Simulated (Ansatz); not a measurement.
BeCl₂ (charge −1, doublet)

Input file:

```
crystal:
  periodic: [false, false, false]
  atoms:
    - {symbol: Be, position_ang: [0.268483, 0.511423, 0.231977]}
    - {symbol: Cl, position_ang: [1.391888, -0.980711, -0.283931]}
    - {symbol: Cl, position_ang: [-1.660371, 0.469288, 0.051953]}
basis:
  gaussian: {orbitals: def2-TZVPD, initial_orbitals: start.molden}
total_charge: -1
magnetization: {spin_polarized: true, initial_magnetization: 1}
hamiltonian: {xc: pbe0, dispersion: d4}
output: {orbitals: {seedname: orbitals}}
```

Launched as:

```sh
ansatz run in.yaml --threads 4 --pin off --events-out ev --progress --plain --max-ram 3916MiB
```

Geometry: PBE-D4/def2-TZVPD; the highest occupied orbital lies above zero, a sign that basis and functional describe the outermost electron poorly.

Level of theory: Ansatz 0.2.0, UKS PBE0-D4/def2-TZVPD.

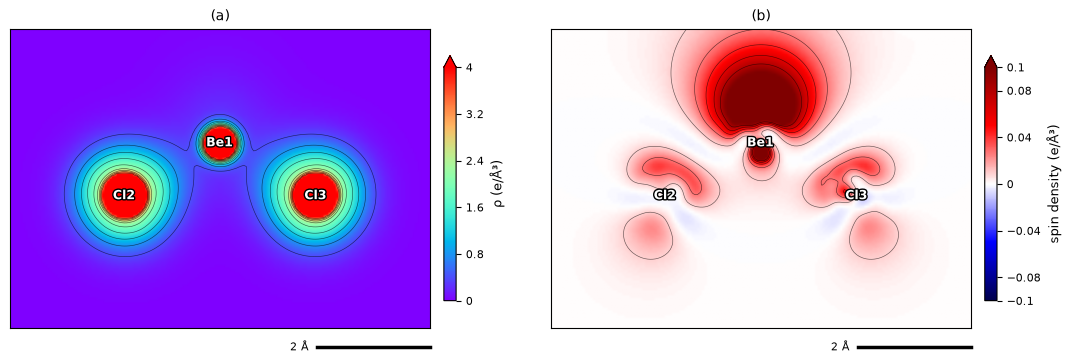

Figure 1. (a) total electron density; (b) spin density on the molecular plane.

Question: What does the map show?

Answer:
- Atoms in the plane: Be and Cl.
- Be–Cl (1.94 Å): ρ is about 0.85 e/Å³ halfway.
- The unpaired spin (1 electron) lies mostly on Be1 (about 0.9), Cl2 (about 0.1) and Cl3 (about 0.1), in electrons by Hirshfeld's partition.

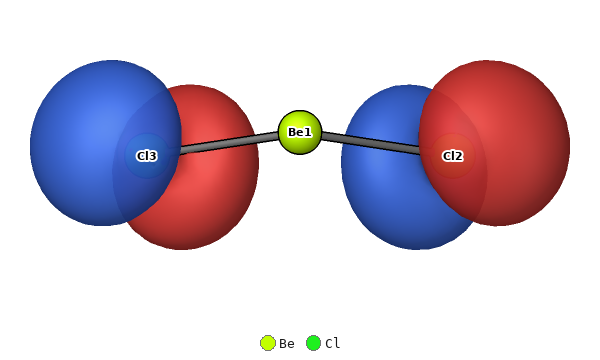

Figure 2. The HOMO (β) at ±0.15 Å⁻³ᐟ² (red and blue are the two phases), seen from one side.

Question: What is the character of this orbital?

Answer: It lies mainly on Cl2 (about 50 %) and Cl3 (about 50 %); it is symmetric in the molecular plane (an in-plane orbital: σ, lone-pair or in-plane π type); largely a combination of lone pairs on Cl2 and Cl3. Its energy is −3.76 eV.

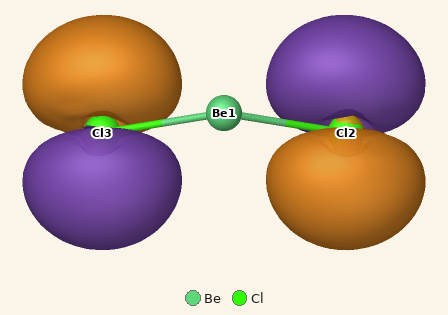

Figure 3. The HOMO−1 (β) at ±0.1 Å⁻³ᐟ² (orange and purple are the two phases), seen from one side.

Question: Describe this orbital and give its energy.

Answer: It lies mainly on Cl2 (about 45 %) and Cl3 (about 45 %); it changes sign across the molecular plane (π type). Its energy is −4.03 eV.
